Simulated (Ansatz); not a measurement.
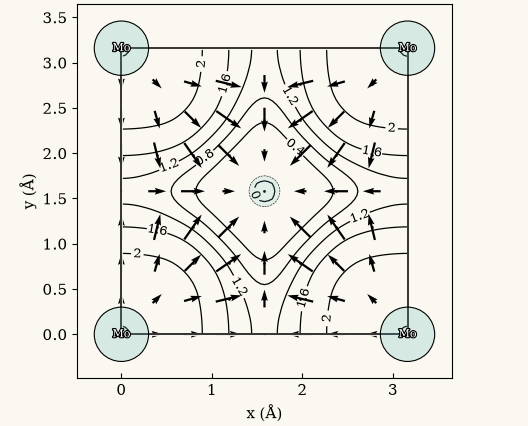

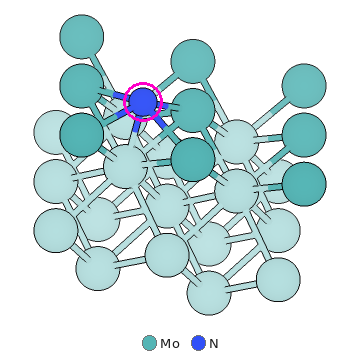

Energy landscape of N on a Mo(100) slab cut from the Im-3m phase, its upper half relaxed before the scan (16 atoms of substrate and one adsorbate in a 2 × 2 cell). N is moved over the surface cell; relaxed at each place: the height of the adsorbate's atoms; substrate rigid; the origin of the map has the adsorbate above Mo13. Places are given modulo a cell vector. The map is drawn in real space over the plane of the surface. The scan uses an 8 × 8 grid; 15 points were computed and 49 follow by symmetry. Places are given in fractions of the 1 × 1 surface cell. Energies: eV, counted from the lowest grid point. These are results of Ansatz, DFT PBE, scalar-relativistic, plane waves, PAW, not measurements. Settings: cutoff 420 eV, k-mesh 4×4×1, gaussian smearing 0.1 eV, no spin polarisation.

The picture shows contour lines labelled in eV, dots at the grid points, arrows along the force (downhill), their lengths compressed, labelled circles for the atoms of the top layer and small ones for the second layer, the outline of one cell of the plane. Between grid points the surface is interpolated. The second picture is the structure at the lowest point; rings mark the moved atoms.

**Describe this landscape.**

The lowest grid point is at a fourfold hollow over a second-layer Mo atom, (4/8, 4/8) of the cell vectors. No other kind of well shows on this grid. The highest grid point, the top site over a surface Mo atom, (0/8, 0/8) of the cell vectors, lies 2.40 eV above the lowest. On the interpolated surface the easiest way out of the lowest well to its copy in the next cell or period passes a barrier of about 1.1 eV. At the lowest point the adsorbate has 1 Mo at 2.03 Å as nearest neighbours, at the highest 1 Mo at 1.72 Å. Its relaxed height above the top atom is 0.65 Å at the lowest and 1.72 Å at the highest point.

Grid values (eV):

```tsv
second ↓, first →	0/8	1/8	2/8	3/8	4/8	5/8	6/8	7/8
7/8	2.34	2.28	2.06	1.53	0.96	1.53	2.06	2.28
6/8	2.10	2.06	1.84	1.12	0.45	1.12	1.84	2.06
5/8	1.60	1.53	1.12	0.35	0.04	0.35	1.12	1.53
4/8	1.11	0.96	0.45	0.04	0.00	0.04	0.45	0.96
3/8	1.60	1.53	1.12	0.35	0.04	0.35	1.12	1.53
2/8	2.10	2.06	1.84	1.12	0.45	1.12	1.84	2.06
1/8	2.34	2.28	2.06	1.53	0.96	1.53	2.06	2.28
0/8	2.40	2.34	2.10	1.60	1.11	1.60	2.10	2.34
```

Each point was launched as `ansatz run input.yaml --threads 4 --pin off --max-ram 12288MiB --backend cpu --events-out ev --progress --plain --runs-dir out`. Time for the 15 points that were run: 11 min on 4 threads of Intel(R) Xeon(R) 6975P-C (Granite Rapids) (shared host).

PAW datasets: the set soft_1.
